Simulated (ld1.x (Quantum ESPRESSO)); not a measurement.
Ld1.x (Quantum ESPRESSO) 7.5 input:

```
 &input
   title='Bi', zed=83., rel=1, dft='REVPBE', iswitch=3,
   config='[Xe] 4f14 5d10 6s1.75 6p3.25'
 /
 &inputp
   pseudotype=3, tm=.true., lloc=-1, rcloc=1.85,
   nlcc=.false.,
   which_augfun='PSQ', rmatch_augfun_nc=.true.
 /
6
6S  1  0   1.75   0.00  1.55  2.00  0.0
6S  1  0   0.00   1.75  1.55  2.00  0.0
6P  2  1   3.25   0.00  2.25  2.50  0.0
6P  2  1   0.00   3.45  2.25  2.50  0.0
5D  3  2  10.00   0.00  1.60  1.95  0.0
5D  3  2   0.00  -1.70  1.60  1.95  0.0
 &test
   configts(1)='5d10 6s1.75 6p3.25'
 /
```

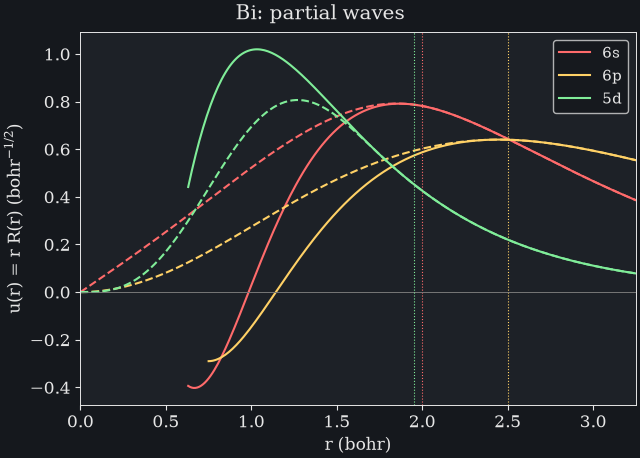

All-electron valence functions (solid) with their pseudo partners (dashed). Dotted lines mark the matching radii. The all-electron curves start outside the innermost oscillations, which aren't drawn.

Pseudo-waves: 6s has no node; 6p has no node; 5d has no node.

* Cutoffs needed: 35 Ry and 55 Ry (the cutoffs, on a coarse ladder, from which the occupation-weighted sum of valence levels, in a spherical-Bessel basis at the reference potential, stays within 10 and 1 mRy of its value at 400 Ry)
* Ghost test: no ghost state below the valence levels in the s, p, d, f channels (spherical-Bessel basis up to 400 Ry, 20 bohr box)
* Largest excitation error: +14 meV (all-electron minus pseudo) for 5d10 6s0 6p5, out of 7 test configurations
* Lowest eigenvalue of the overlap operator: 0.43 (s channel)
* Density cutoff estimated by the generator: 163 Ry
